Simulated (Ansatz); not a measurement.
Reaction (SMILES): [SiH3] (SiH3) → SiH3+ (singlet, bonded as [SiH3]) + e-
B3LYP-D3(BJ)/def2-TZVP geometries, fixed; electronic energies without zero-point terms.
Largest species:
```xyz
4

Si    -0.0021     0.0010     0.0803
H      0.0008     1.4066    -0.3921
H      1.2360    -0.7020    -0.3341
H     -1.2075    -0.7183    -0.3975
```
Charge 0, spin multiplicity 2.

Basis-set convergence of the adiabatic ionisation energy at HF with Ansatz (a program for electronic structure). Cartesian d functions, on some or all atoms, in 6-31G**, 6-311G**; all else is spherical. Open shells are unrestricted. No added dispersion term, no relativity. Functions are those of the species that has most. Reference: the value in aug-pcseg-3, 7.573 eV, itself unsure by roughly 0.005 eV (its mean distance from aug-cc-pV(Q+d)Z, def2-QZVPPD, pcseg-3). Deviations are taken from unrounded values.

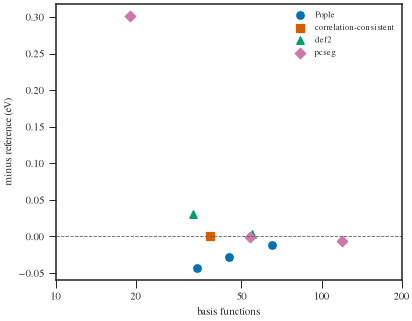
Deviation from the reference against the number of basis functions, by family of sets.

```json
[
 {"basis": "pcseg-0", "functions": "19", "adiabatic ionisation energy (eV)": "7.874", "minus reference (eV)": "0.301"},
 {"basis": "def2-SVP", "functions": "33", "adiabatic ionisation energy (eV)": "7.604", "minus reference (eV)": "0.031"},
 {"basis": "6-31G**", "functions": "34", "adiabatic ionisation energy (eV)": "7.530", "minus reference (eV)": "-0.043"},
 {"basis": "cc-pV(D+d)Z", "functions": "38", "adiabatic ionisation energy (eV)": "7.574", "minus reference (eV)": "0.001"},
 {"basis": "6-311G**", "functions": "45", "adiabatic ionisation energy (eV)": "7.544", "minus reference (eV)": "-0.029"},
 {"basis": "aug-pcseg-1", "functions": "54", "adiabatic ionisation energy (eV)": "7.573", "minus reference (eV)": "0.000"},
 {"basis": "def2-TZVP", "functions": "55", "adiabatic ionisation energy (eV)": "7.577", "minus reference (eV)": "0.004"},
 {"basis": "6-311++G(2d,2p)", "functions": "65", "adiabatic ionisation energy (eV)": "7.561", "minus reference (eV)": "-0.012"},
 {"basis": "aug-pcseg-2", "functions": "119", "adiabatic ionisation energy (eV)": "7.566", "minus reference (eV)": "-0.007"}
]
```
